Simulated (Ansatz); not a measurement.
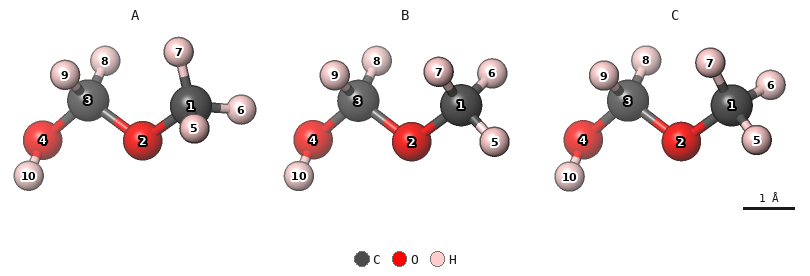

3 geometries from a converged minimum-energy path of C$_{2}$H$_{6}$O$_{2}$, shuffled. A ball-and-stick model, seen at a tilt.

Computed with RKS r2SCAN-D4/def2-SVP (Ansatz 0.2.0). Settings: 7 movable images; climbing image; force threshold 0.05 eV/Å; iteration limit 60; starting path by image-dependent pair potential.

Question: Which frame is the top of the path?

Answer: A. In order along the path, whose images run from 0 to 8: A (image 4, +0.112 eV), C (image 6, +0.045 eV), B (image 7, +0.011 eV). The motion is a rotation about the C1–O2 bond by about 120°. No bond forms or breaks between the ends. Bond angles that change up to the highest image, for instance: O2–C1–H6 107.8° → 110.2°.

Cost: 43 s on 2 threads of Intel(R) Xeon(R) Platinum 8488C (Sapphire Rapids), on a shared host, peak memory 0.16 GiB.
